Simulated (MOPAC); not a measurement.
## Geometry relaxation of C₃H₆F₂ (charge +1) (part 1 of 3)

C₃H₆F₂, charge +1, multiplicity 2, computed with PM6-D3H4, unrestricted, dispersion D3H4 (MOPAC 23.2.5).

The starting geometry was optimised with PM6-D3H4.

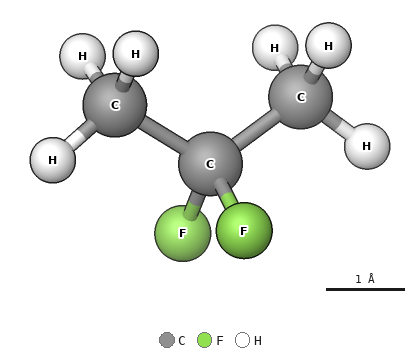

Figure 1. The starting structure (ball-and-stick view, seen at a tilt).

### Input file (job.mop)
```
CHARGE=1 DISP UHF DOUBLET GNORM=0.05 CYCLES=300 PM6-D3H4 AUX(PRECISION=6) T=10M THREADS=1
PM6-D3H4 optimise

C     -1.176978 +1     0.436343 +1     0.408063 +1
C      0.142345 +1     0.363547 +1    -0.347445 +1
C      1.021063 +1    -0.839717 +1    -0.036410 +1
F     -0.086905 +1     0.436864 +1    -1.691617 +1
F      0.849534 +1     1.516616 +1    -0.160181 +1
H     -1.756150 +1     1.347005 +1     0.116503 +1
H     -0.988068 +1     0.477669 +1     1.505928 +1
H     -1.798004 +1    -0.461370 +1     0.182033 +1
H      1.289640 +1    -0.848569 +1     1.045466 +1
H      1.966068 +1    -0.810991 +1    -0.632986 +1
H      0.480061 +1    -1.782965 +1    -0.281942 +1
```

Run on 1 thread of Arm Neoverse N1, 90 GiB of memory available, shared host.

Launched with:
```bash
mopac job.mop
```

### Output
```
MOPAC v23.2.5
PM6-D3H4 CALCULATION RESULTS

 *  PM6-D3H4   - CORRECT DISPERSION AND HYDROGEN BOND TERMS USING THE D3H4 METHOD
 *  DOUBLET    - SPIN STATE DEFINED AS A DOUBLET
 *  UHF        - UNRESTRICTED HARTREE-FOCK CALCULATION
 *
 *
 *
 *                 CHARGE ON SYSTEM = +1
 *
 *
 *
 *  THREADS=1  - MULTI-THREADING NOT USED
 *  CYCLES=    - DO A MAXIMUM OF 300 STEPS
 *  GNORM      - EXIT WHEN GRADIENT NORM DROPS BELOW 0.050
 *  AUX        - OUTPUT AUXILIARY INFORMATION
 *  DISP       - PRINT DISPERSION AND HYDROGEN BOND ENERGIES
CHARGE=1 DISP UHF DOUBLET GNORM=0.05 CYCLES=300 PM6-D3H4 AUX(PRECISION=6) T=10M THREADS=1
 PM6-D3H4 optimise

   ATOM   CHEMICAL          X               Y               Z
  NUMBER   SYMBOL      (ANGSTROMS)     (ANGSTROMS)     (ANGSTROMS)

     1       C         -1.17697800  *   0.43634300  *   0.40806300  *
     2       C          0.14234500  *   0.36354700  *  -0.34744500  *
     3       C          1.02106300  *  -0.83971700  *  -0.03641000  *
     4       F         -0.08690500  *   0.43686400  *  -1.69161700  *
     5       F          0.84953400  *   1.51661600  *  -0.16018100  *
     6       H         -1.75615000  *   1.34700500  *   0.11650300  *
     7       H         -0.98806800  *   0.47766900  *   1.50592800  *
     8       H         -1.79800400  *  -0.46137000  *   0.18203300  *
     9       H          1.28964000  *  -0.84856900  *   1.04546600  *
    10       H          1.96606800  *  -0.81099100  *  -0.63298600  *
    11       H          0.48006100  *  -1.78296500  *  -0.28194200  *

          CARTESIAN COORDINATES

    NO.       ATOM           X           Y           Z

     1         C         -1.1770      0.4363      0.4081
     2         C          0.1423      0.3635     -0.3474
     3         C          1.0211     -0.8397     -0.0364
     4         F         -0.0869      0.4369     -1.6916
     5         F          0.8495      1.5166     -0.1602
     6         H         -1.7562      1.3470      0.1165
     7         H         -0.9881      0.4777      1.5059
     8         H         -1.7980     -0.4614      0.1820
     9         H          1.2896     -0.8486      1.0455
    10         H          1.9661     -0.8110     -0.6330
    11         H          0.4801     -1.7830     -0.2819

           Empirical Formula: C3 H6 F2  =    11 atoms

      MOLECULAR POINT GROUP   :   C2v

 DOUBLET STATE CALCULATION

          UHF CALCULATION, NO. OF ALPHA ELECTRONS =   16
                           NO. OF BETA  ELECTRONS =   15

          Geometry optimization using EF

          DIAGONAL MATRIX USED AS START HESSIAN
```

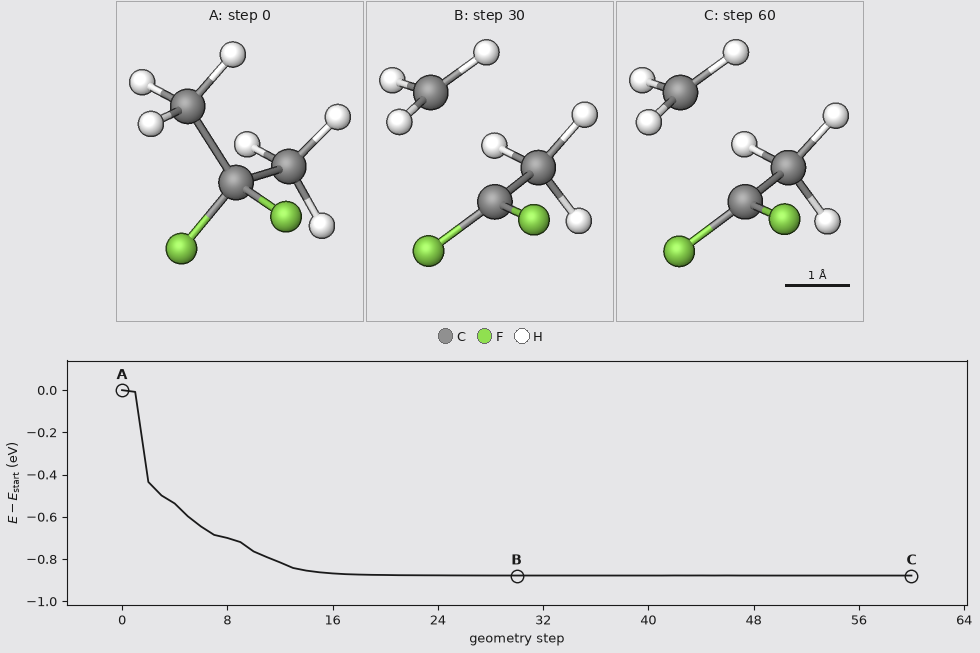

Figure 2. Frames of the relaxation (ball-and-stick view, seen at a tilt) above the curves, on which the letters mark them (steps are counted from 0).

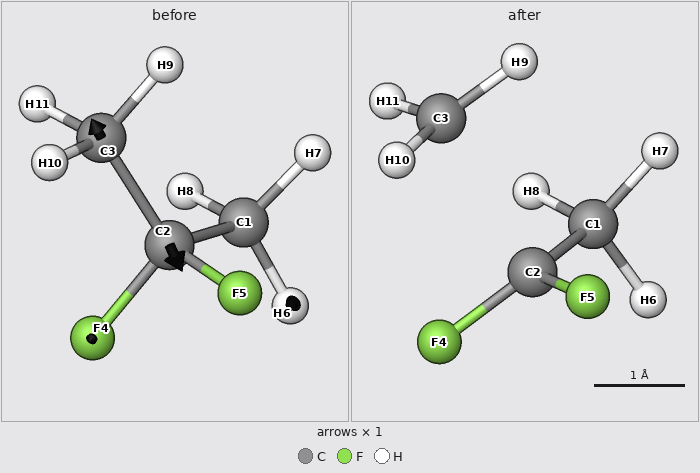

Figure 3. Before (left) and after (right) the relaxation, at one scale (ball-and-stick view, seen at a tilt). The black arrows give the displacements, at true length. The energy falls by 0.878 eV in 60 geometry steps. Largest force component: 4.2 eV/Å at the start, 0.0012 eV/Å at the end. The largest move after the best rigid fit is that of C2, 0.34 Å. Largest moves by element: C 0.34 Å, H 0.18 Å, F 0.08 Å. Among the contacts that change: C2–C3 1.522 → 2.115 Å, C1–C2 1.522 → 1.453 Å, C2–F4 1.366 → 1.303 Å, C1–H6 1.118 → 1.152 Å. Bonds break: C2–C3 (1.52 → 2.12 Å). Among the angles that change: C1–C2–F4 109.9° → 122.9°, H9–C3–H10 108.3° → 118.0°, H9–C3–H11 108.9° → 118.5°. (Atoms are counted from 1 in the order of the input.)

```
 CYCLE:     1 TIME:   0.008 TIME LEFT: 10.00M  GRAD.:   173.515 HEAT:  162.9023
 CYCLE:     2 TIME:   0.008 TIME LEFT: 10.00M  GRAD.:   256.443 HEAT:  162.7158
 CYCLE:     3 TIME:   0.000 TIME LEFT: 10.00M  GRAD.:    88.417 HEAT:  152.8794
 CYCLE:     4 TIME:   0.008 TIME LEFT: 10.00M  GRAD.:    57.094 HEAT:  151.4087
 CYCLE:     5 TIME:   0.008 TIME LEFT: 10.00M  GRAD.:    51.449 HEAT:  150.5355
 CYCLE:     6 TIME:   0.008 TIME LEFT: 10.00M  GRAD.:    40.262 HEAT:  149.1345
 CYCLE:     7 TIME:   0.000 TIME LEFT: 10.00M  GRAD.:    32.205 HEAT:  148.0204
 CYCLE:     8 TIME:   0.008 TIME LEFT: 10.00M  GRAD.:    31.267 HEAT:  147.1027
 CYCLE:     9 TIME:   0.000 TIME LEFT: 10.00M  GRAD.:    28.238 HEAT:  146.7698
 CYCLE:    10 TIME:   0.008 TIME LEFT: 10.00M  GRAD.:    34.654 HEAT:  146.3179
 CYCLE:    11 TIME:   0.000 TIME LEFT: 10.00M  GRAD.:    26.006 HEAT:  145.2974
 CYCLE:    12 TIME:   0.008 TIME LEFT: 10.00M  GRAD.:    27.964 HEAT:  144.6815
 CYCLE:    13 TIME:   0.000 TIME LEFT: 10.00M  GRAD.:    19.630 HEAT:  144.1056
 CYCLE:    14 TIME:   0.000 TIME LEFT: 10.00M  GRAD.:    13.405 HEAT:  143.4924
 CYCLE:    15 TIME:   0.008 TIME LEFT: 10.00M  GRAD.:    12.306 HEAT:  143.2058
 CYCLE:    16 TIME:   0.000 TIME LEFT: 10.00M  GRAD.:     8.605 HEAT:  143.0210
 CYCLE:    17 TIME:   0.008 TIME LEFT: 10.00M  GRAD.:     6.676 HEAT:  142.8992
 CYCLE:    18 TIME:   0.000 TIME LEFT: 10.00M  GRAD.:     7.109 HEAT:  142.8157
 CYCLE:    19 TIME:   0.000 TIME LEFT: 10.00M  GRAD.:     4.430 HEAT:  142.7717
 CYCLE:    20 TIME:   0.008 TIME LEFT: 10.00M  GRAD.:     4.190 HEAT:  142.7411
 CYCLE:    21 TIME:   0.000 TIME LEFT: 10.00M  GRAD.:     3.430 HEAT:  142.7266
 CYCLE:    22 TIME:   0.008 TIME LEFT: 10.00M  GRAD.:     2.718 HEAT:  142.7050
 CYCLE:    23 TIME:   0.000 TIME LEFT: 10.00M  GRAD.:     1.935 HEAT:  142.6988
 CYCLE:    24 TIME:   0.000 TIME LEFT: 10.00M  GRAD.:     2.287 HEAT:  142.6915
 CYCLE:    25 TIME:   0.008 TIME LEFT: 10.00M  GRAD.:     1.568 HEAT:  142.6878
 CYCLE:    26 TIME:   0.000 TIME LEFT: 10.00M  GRAD.:     2.691 HEAT:  142.6799
 CYCLE:    27 TIME:   0.000 TIME LEFT: 10.00M  GRAD.:     1.761 HEAT:  142.6760
 CYCLE:    28 TIME:   0.008 TIME LEFT: 10.00M  GRAD.:     2.026 HEAT:  142.6722
 CYCLE:    29 TIME:   0.000 TIME LEFT: 10.00M  GRAD.:     0.590 HEAT:  142.6688
 CYCLE:    30 TIME:   0.008 TIME LEFT: 10.00M  GRAD.:     0.353 HEAT:  142.6685
 CYCLE:    31 TIME:   0.000 TIME LEFT: 10.00M  GRAD.:     0.331 HEAT:  142.6682
 CYCLE:    32 TIME:   0.000 TIME LEFT: 10.00M  GRAD.:     0.413 HEAT:  142.6678
 CYCLE:    33 TIME:   0.008 TIME LEFT: 10.00M  GRAD.:     0.354 HEAT:  142.6676
 CYCLE:    34 TIME:   0.000 TIME LEFT: 10.00M  GRAD.:     0.439 HEAT:  142.6677
 CYCLE:    35 TIME:   0.000 TIME LEFT: 10.00M  GRAD.:     0.250 HEAT:  142.6671
 CYCLE:    36 TIME:   0.008 TIME LEFT: 10.00M  GRAD.:     0.154 HEAT:  142.6669
 CYCLE:    37 TIME:   0.000 TIME LEFT: 10.00M  GRAD.:     0.149 HEAT:  142.6668
 CYCLE:    38 TIME:   0.000 TIME LEFT: 10.00M  GRAD.:     0.166 HEAT:  142.6667
 CYCLE:    39 TIME:   0.008 TIME LEFT: 10.00M  GRAD.:     0.212 HEAT:  142.6664
 CYCLE:    40 TIME:   0.000 TIME LEFT: 10.00M  GRAD.:     0.217 HEAT:  142.6663
 CYCLE:    41 TIME:   0.008 TIME LEFT: 10.00M  GRAD.:     0.192 HEAT:  142.6661
 CYCLE:    42 TIME:   0.008 TIME LEFT: 10.00M  GRAD.:     0.197 HEAT:  142.6653
 CYCLE:    43 TIME:   0.000 TIME LEFT: 10.00M  GRAD.:     3.423 HEAT:  142.6733
 CYCLE:    44 TIME:   0.016 TIME LEFT: 10.00M  GRAD.:     1.451 HEAT:  142.6704
 CYCLE:    45 TIME:   0.000 TIME LEFT: 10.00M  GRAD.:     3.846 HEAT:  142.6733
 CYCLE:    46 TIME:   0.000 TIME LEFT: 10.00M  GRAD.:     1.260 HEAT:  142.6681
 CYCLE:    47 TIME:   0.008 TIME LEFT: 10.00M  GRAD.:     1.853 HEAT:  142.6742
 CYCLE:    48 TIME:   0.000 TIME LEFT: 10.00M  GRAD.:     1.012 HEAT:  142.6666
 CYCLE:    49 TIME:   0.008 TIME LEFT: 10.00M  GRAD.:     1.155 HEAT:  142.6667
 CYCLE:    50 TIME:   0.000 TIME LEFT: 10.00M  GRAD.:     0.228 HEAT:  142.6650
 CYCLE:    51 TIME:   0.000 TIME LEFT: 10.00M  GRAD.:     0.203 HEAT:  142.6645
 CYCLE:    52 TIME:   0.008 TIME LEFT: 10.00M  GRAD.:     0.202 HEAT:  142.6645
 CYCLE:    53 TIME:   0.000 TIME LEFT: 10.00M  GRAD.:     0.142 HEAT:  142.6644
 CYCLE:    54 TIME:   0.000 TIME LEFT: 10.00M  GRAD.:     0.785 HEAT:  142.6648
 CYCLE:    55 TIME:   0.008 TIME LEFT: 10.00M  GRAD.:     0.799 HEAT:  142.6656
 CYCLE:    56 TIME:   0.000 TIME LEFT: 10.00M  GRAD.:     0.108 HEAT:  142.6643
 CYCLE:    57 TIME:   0.000 TIME LEFT: 10.00M  GRAD.:     0.067 HEAT:  142.6643
 CYCLE:    58 TIME:   0.008 TIME LEFT: 10.00M  GRAD.:     0.092 HEAT:  142.6643
 CYCLE:    59 TIME:   0.000 TIME LEFT: 10.00M  GRAD.:     0.363 HEAT:  142.6654
 CYCLE:    60 TIME:   0.008 TIME LEFT: 10.00M  GRAD.:     0.094 HEAT:  142.6643
 CYCLE:    61 TIME:   0.000 TIME LEFT: 10.00M  GRAD.:     0.048 HEAT:  142.6643

     GRADIENT =  0.04799 IS LESS THAN CUTOFF =  0.05000

 -------------------------------------------------------------------------------
 CHARGE=1 DISP UHF DOUBLET GNORM=0.05 CYCLES=300 PM6-D3H4 AUX(PRECISION=6) T=10M THREADS=1
 PM6-D3H4 optimise

     GEOMETRY OPTIMISED USING EIGENVECTOR FOLLOWING (EF).
     SCF FIELD WAS ACHIEVED

                              PM6-D3H4 CALCULATION

          FINAL HEAT OF FORMATION =        142.66429 KCAL/MOL =     596.90740 KJ/MOL

          TOTAL ENERGY            =     -31845.48587 KCAL/MOL = ELECTRONIC ENERGY + CORE-CORE REPULSION
          ENERGY OF ATOMS         =      31981.00343 KCAL/MOL
                              SUM =        135.51756 KCAL/MOL
          DISPERSION ENERGY       =         -1.16481 KCAL/MOL
          H - H CORRECTION ENERGY =          8.31155 KCAL/MOL
                              SUM =        142.66429 KCAL/MOL = FINAL HEAT OF FORMATION

          TOTAL ENERGY            =      -1380.95097 EV
          ELECTRONIC ENERGY       =      -4014.39100 EV
          CORE-CORE REPULSION     =       2633.44003 EV
          COSMO AREA              =        114.65 SQUARE ANGSTROMS
          COSMO VOLUME            =        102.29 CUBIC ANGSTROMS

          GRADIENT NORM           =          0.04799          =       0.01447 PER ATOM
          IONIZATION POTENTIAL    =         16.705398 EV
          ALPHA SOMO LUMO (EV)    =        -16.705 -7.117
          BETA  SOMO LUMO (EV)    =        -19.674 -8.467
          NO. OF ALPHA ELECTRONS  =         16
          NO. OF BETA  ELECTRONS  =         15
          MOLECULAR WEIGHT        =         80.0772         POINT GROUP:  Cs

          MOLECULAR DIMENSIONS (Angstroms)

            Atom       Atom       Distance
            H    10    H     6     4.53460
            H     9    F     4     3.17716
            F     5    H    11     3.10511

          SCF CALCULATIONS        =         67

          WALL-CLOCK TIME         =      0.234 SECONDS
          COMPUTATION TIME        =      0.225 SECONDS

   ATOM   CHEMICAL          X               Y               Z
  NUMBER   SYMBOL      (ANGSTROMS)     (ANGSTROMS)     (ANGSTROMS)

     1       C         -1.17883842  *   0.42650645  *   0.41597718  *
     2       C         -0.02378257  *   0.63702343  *  -0.43926306  *
     3       C          1.13832699  *  -1.06139447  *   0.04950264  *
     4       F         -0.05236161  *   0.44392098  *  -1.72730063  *
     5       F          0.88956646  *   1.53123039  *  -0.18711179  *
     6       H         -1.91112222  *   1.30064647  *   0.25589292  *
     7       H         -0.94675770  *   0.43081097  *   1.52302138  *
     8       H         -1.77151286  *  -0.50699725  *   0.17793979  *
     9       H          1.27622306  *  -0.85447355  *   1.11672785  *
    10       H          1.97921976  *  -0.85463322  *  -0.62873588  *
    11       H          0.41882181  *  -1.83352048  *  -0.24493172  *

                             CARTESIAN COORDINATES

   1    C       -1.178838424     0.426506451     0.415977184
   2    C       -0.023782575     0.637023433    -0.439263061
   3    C        1.138326995    -1.061394470     0.049502637
   4    F       -0.052361612     0.443920982    -1.727300633
   5    F        0.889566458     1.531230394    -0.187111786
   6    H       -1.911122224     1.300646475     0.255892924
   7    H       -0.946757699     0.430810969     1.523021379
   8    H       -1.771512864    -0.506997249     0.177939794
   9    H        1.276223062    -0.854473546     1.116727852
  10    H        1.979219758    -0.854633221    -0.628735878
  11    H        0.418821807    -1.833520480    -0.244931722

           Empirical Formula: C3 H6 F2  =    11 atoms

      MOLECULAR POINT GROUP   :   Cs

          ALPHA EIGENVALUES
 -49.45782 -49.36949 -33.82170 -30.11273 -28.33925 -24.97043 -24.30972 -24.24264
 -22.68222 -22.11863 -20.99955 -20.48313 -20.44245 -19.95854 -19.80154 -16.70540
  -7.11675  -4.48191  -3.49576  -2.80720  -1.05512  -0.73948  -0.26209  -0.25594
  -0.15060   0.08071

           BETA EIGENVALUES
 -49.37979 -49.29098 -33.70943 -29.75938 -28.24012 -24.95857 -24.24073 -24.16758
 -22.60641 -22.16330 -20.88472 -20.31035 -20.22228 -19.75899 -19.67396  -8.46718
  -5.47277  -4.43036  -3.40741  -2.67974  -0.98249  -0.72527  -0.10543  -0.09086
  -0.02172   0.11429

              NET ATOMIC CHARGES AND DIPOLE CONTRIBUTIONS

  ATOM NO.   TYPE          CHARGE      No. of ELECS.   s-Pop       p-Pop
    1          C          -0.617007        4.6170     1.11237     3.50463
    2          C           0.582108        3.4179     1.21114     2.20676
    3          C          -0.275039        4.2750     1.21846     3.05658
    4          F          -0.046024        7.0460     1.96909     5.07693
    5          F          -0.046118        7.0461     1.96910     5.07702
    6          H           0.291339        0.7087     0.70866
    7          H           0.261810        0.7382     0.73819
    8          H           0.261741        0.7383     0.73826
    9          H           0.192677        0.8073     0.80732
   10          H           0.201959        0.7980     0.79804
   11          H           0.192554        0.8074     0.80745
 DIPOLE           X         Y         Z       TOTAL
 POINT-CHG.    -1.716    -2.221     2.621     3.840
 HYBRID         0.317     0.074    -0.245     0.407
 SUM           -1.399    -2.148     2.375     3.495

          ATOMIC ORBITAL ELECTRON POPULATIONS

     Atom    s        px        py        pz
    1  C   1.11237   1.06298   1.26323   1.17842
    2  C   1.21114   0.76440   0.63898   0.80338
    3  C   1.21846   1.02825   0.86813   1.16020
    4  F   1.96909   1.95466   1.91852   1.20376
    5  F   1.96910   1.57895   1.55464   1.94343
    6  H   0.70866
    7  H   0.73819
    8  H   0.73826
    9  H   0.80732
   10  H   0.79804
   11  H   0.80745

                    (SZ)    =    0.500000
                    (S**2)  =    0.753451

          ATOMIC ORBITAL SPIN POPULATIONS

    Atom   Total    s     px     py     pz
         Atomic
    1  C  0.0354  0.002  0.027  0.008 -0.001
    2  C  0.2024  0.002  0.076  0.115  0.009
    3  C  0.7198  0.017  0.228  0.422  0.053
    4  F  0.0318  0.000  0.012  0.015  0.005
    5  F  0.0318  0.000 -0.003  0.035 -0.000
    6  H  0.0264  0.026
    7  H  0.0010  0.001
    8  H  0.0008  0.001
    9  H -0.0171 -0.017
   10  H -0.0150 -0.015
   11  H -0.0172 -0.017

 *                    *
 * JOB ENDED NORMALLY *
 *                    *

 TOTAL JOB TIME:             0.24 SECONDS

 == MOPAC DONE ==
```

### Trajectory as extended XYZ (Å, eV, eV/Å), 43 of the 61 frames kept, from step=0 to step=60
```
11
Properties=species:S:1:pos:R:3:forces:R:3 step=0 energy=7.06411
C    -1.1770    0.4363    0.4081   -0.6595  -1.8313   1.6986
C     0.1423    0.3635   -0.3474    1.6412   4.2116  -3.9741
C     1.0211   -0.8397   -0.0364   -0.7499  -1.7832   1.7129
F    -0.0869    0.4369   -1.6916    0.1605  -0.1707   1.2803
F     0.8495    1.5166   -0.1602   -0.6617  -1.1176  -0.0646
H    -1.7562    1.3470    0.1165    0.1382   0.8897  -0.7175
H    -0.9881    0.4777    1.5059    0.0136   0.0104   0.5006
H    -1.7980   -0.4614    0.1820   -0.3248  -0.3773  -0.0485
H     1.2896   -0.8486    1.0455    0.1502  -0.0708   0.4730
H     1.9661   -0.8110   -0.6330    0.4786   0.6966  -0.7828
H     0.4801   -1.7830   -0.2819   -0.1865  -0.4573  -0.0779
```
